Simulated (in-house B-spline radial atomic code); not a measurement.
# Cd⁵⁺: density, ELF and screening along the radius

Aim: the shell structure of Cd⁵⁺ in the radial density, the electron localisation function and the screened nuclear charge, under several settings.

The numbers are computed with in-house B-spline radial atomic code version 1 (several methods, spin-polarised, as named in each step; spherical all-electron atom at the radial basis limit), except any that are marked as measured or tabulated.

## (1) The atom as given

| Quantity | Value |
| --- | --- |
| element | cadmium (Z = 48) |
| charge | +5 |
| electrons | 43 |
| configuration | [Kr] 4d7 |
| nucleus | point (non-relativistic runs) or finite (X2C runs) |

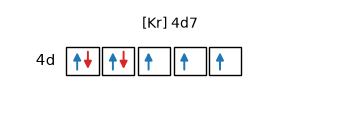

The shells outside the core, filled by Hund's rule for the drawing.

Where spins are not typed, each open shell is filled with up spins first.

## (2) PBE, X2C, [Kr] 4d7

Settings of the run:

```ini
Z = 48
electrons = 43.0
configuration = [Kr] 4d7
hamiltonian = x2c
method = pbe,pbe
spin_polarised = True
nucleus = fermi
rms_radius = 4.6087
mass_number = 114
atomic_mass = 113.903364998
speed_of_light = 137.035999084
```

On the command line:

```console
$ python run_scf.py task.json out
```

One command runs all members of the session, one after another, from task.json.

## (3) Hartree-Fock, X2C, [Kr] 4d7

The settings differ from step 2 so:

```diff
@@ -4,3 +4,3 @@
 hamiltonian = x2c
-method = pbe,pbe
+method = hf
 spin_polarised = True
```

## (4) exchange-only LDA, X2C, [Kr] 4d7

The settings differ from step 3 so:

```diff
@@ -4,3 +4,3 @@
 hamiltonian = x2c
-method = hf
+method = lda,
 spin_polarised = True
```

## (5) BP86, X2C, [Kr] 4d7

The settings differ from step 4 so:

```diff
@@ -4,3 +4,3 @@
 hamiltonian = x2c
-method = lda,
+method = b88,p86
 spin_polarised = True
```

## (6) Hartree-Fock, non-rel., [Ar] 3d10 4s2 4p5 4d7 5p1

Settings of the run:

```ini
Z = 48
electrons = 43.0
configuration = [Ar] 3d10 4s2 4p5 4d7 5p1
hamiltonian = nr
method = hf
spin_polarised = True
```

How large is the system in each run, where do the shell borders lie, and what is the highest level?

The runs gave:

| run | total energy (hartree) | highest level (eV) | radius holding 50 / 90 / 99 % (bohr) | radius at n = 0.001 (bohr) | ELF minima on the full grid (bohr) |
| --- | --- | --- | --- | --- | --- |
| PBE, X2C, [Kr] 4d7 | -5586.7443 | -78.780 | 0.359 / 1.18 / 1.90 | 2.71 | 0.044, 0.17, 0.56 |
| Hartree-Fock, X2C, [Kr] 4d7 | -5584.8216 | -87.143 | 0.358 / 1.18 / 1.89 | 2.69 | 0.044, 0.17, 0.56 |
| exchange-only LDA, X2C, [Kr] 4d7 | -5577.1465 | -77.027 | 0.359 / 1.18 / 1.91 | 2.72 | 0.045, 0.17, 0.56 |
| BP86, X2C, [Kr] 4d7 | -5587.7962 | -78.886 | 0.359 / 1.18 / 1.90 | 2.70 | 0.044, 0.17, 0.56 |
| Hartree-Fock, non-rel., [Ar] 3d10 4s2 4p5 4d7 5p1 | -5455.0635 | -52.720 | 0.362 / 1.22 / 2.43 | 3.40 | 0.052, 0.18, 0.52, 2.2 |

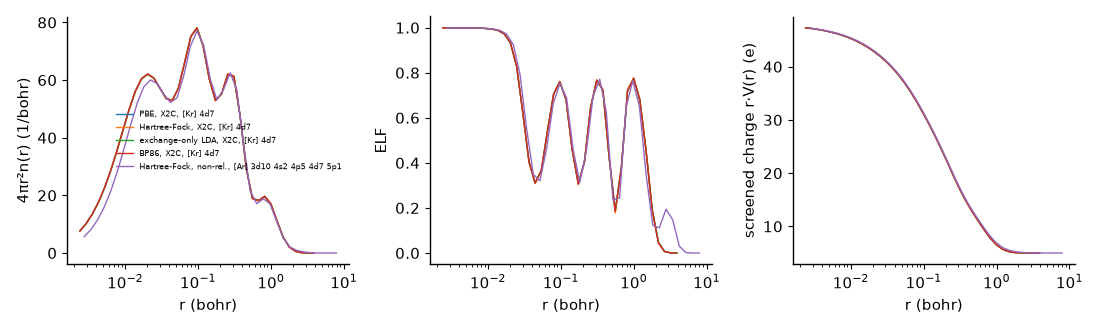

Radial density, ELF and screened nuclear charge of all runs.

What this shows: In the first run ELF has 3 minima on the grid, which mark the borders between shells. On the record's full grid the screened charge (r times the electrostatic potential) falls from 47.9 near the nucleus to 5.00 at 3.9 bohr; far out it tends to the net charge, 5. The radius that holds 99 % of the electrons runs from 1.89 bohr (Hartree-Fock, X2C, [Kr] 4d7) to 2.43 bohr (Hartree-Fock, non-rel., [Ar] 3d10 4s2 4p5 4d7 5p1). The grid is coarse (about 21 % a step), so the places of minima are rough. For X2C runs ELF uses the non-relativistic kinetic energy density, and the fields carry no picture-change correction.
